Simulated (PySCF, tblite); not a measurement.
# C6H14ClFSi: geometry, infrared bands and NMR shifts

What infrared bands and NMR shifts should C6H14ClFSi (`CC(C)[C@@]([SiH3])(CF)CCl`) show?

Programs: tblite 0.8.0 and PySCF 2.14.0, with density-fitted response routines of our own. Each step states its level of theory. These are calculated values for one molecule in the gas phase, unless marked as measured. Atoms count from 0, in the outputs and in this text.

## Step 1: The molecule as given

23 atoms, charge 0, multiplicity 1; geometry from: force field or distance geometry start.

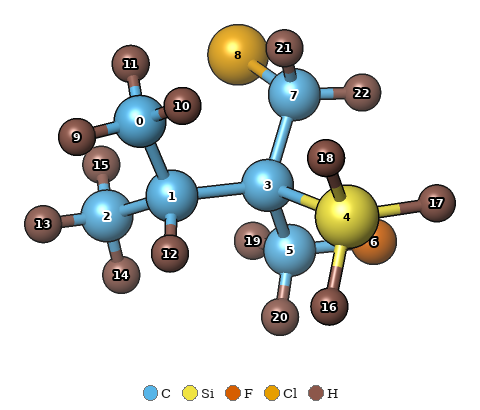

As it starts; carbon blue, silicon yellow, fluorine orange, chlorine amber, hydrogen brown, atoms numbered.

## Step 2: Relaxing the molecule with GFN2-xTB

The job: settings as JSON, then the geometry in Å.

```
{"job": {"kind": "relax", "xc": "GFN2-xTB", "basis": "xTB"}, "charge": 0, "multiplicity": 1}
C     -1.665700     0.904800    -0.849100
C     -0.914400     0.314200     0.333300
C     -1.765800    -0.795300     0.977200
C      0.577900    -0.112900    -0.006200
Si     1.738500     1.590900     0.024100
C      1.182500    -1.023400     1.098000
F      2.485900    -1.297800     0.795200
C      0.810000    -0.741900    -1.396400
Cl    -0.024700    -2.305500    -1.638300
H     -2.638600     1.317800    -0.511600
H     -1.125500     1.722500    -1.323000
H     -1.895500     0.149900    -1.608700
H     -0.864500     1.100400     1.116800
H     -2.769100    -0.404300     1.205100
H     -1.353600    -1.136900     1.919900
H     -1.912200    -1.646900     0.322300
H      1.650900     2.177500     1.383300
H      3.127400     1.223600    -0.353800
H      1.167900     2.521500    -0.987100
H      0.675500    -1.981200     1.187900
H      1.166800    -0.537200     2.090000
H      0.468500    -0.077000    -2.200800
H      1.873000    -0.935800    -1.567900
```

Started as:

```console
> OMP_NUM_THREADS=1 python probes_run.py task.json out
```

The driver reads the jobs from task.json and runs them one after another.

**Question.** This job is followed by: GFN2-xTB harmonic vibrations, gas phase; GIAO PBE0/pcSseg-1 NMR shielding, non-relativistic, gas phase. What will the session give for the following? strongest single infrared mode (GFN2-xTB); zero-point energy (GFN2-xTB); 13C shifts against TMS (PBE0/pcSseg-1); 1H shifts against TMS (PBE0/pcSseg-1, means over atoms taken as alike); 29Si shifts against TMS (PBE0/pcSseg-1); 19F shifts against CFCl3 (PBE0/pcSseg-1); 35Cl shifts against HCl (PBE0/pcSseg-1); surface potential, least and greatest.

**Answer**, as computed:

```
                                                              quantity                                               value
                             strongest single infrared mode (GFN2-xTB)                                806 cm⁻¹, 353 km/mol
                                          zero-point energy (GFN2-xTB)                                      115.4 kcal/mol
                                13C shifts against TMS (PBE0/pcSseg-1)              88.5, 51.9, 40.0, 32.9, 20.7, 20.6 ppm
1H shifts against TMS (PBE0/pcSseg-1, means over atoms taken as alike)  5.46, 4.61, 4.20, 3.86, 3.68, 1.68, 1.19, 1.18 ppm
                               29Si shifts against TMS (PBE0/pcSseg-1)                                           -60.4 ppm
                              19F shifts against CFCl3 (PBE0/pcSseg-1)                                          -249.4 ppm
                               35Cl shifts against HCl (PBE0/pcSseg-1)                                              73 ppm
                                 surface potential, least and greatest                                  -0.92 V and 1.07 V
```

Relaxing lowered the energy by 0.276 eV in 87 steps; the close pair that moved most is C3–Si4, from 2.062 to 1.937 Å. No mode is imaginary among the 63: a minimum at this level. The strongest single mode, at 806 cm⁻¹, moves mainly H18 and H17. GFN2-xTB is a fitted tight-binding method: band positions and strengths are rough. Its intensities can rank the bands wrongly. At PBE0/pcSseg-1: Shielding is most anisotropic at Cl8 (span 318 ppm, paramagnetic term -271 ppm).
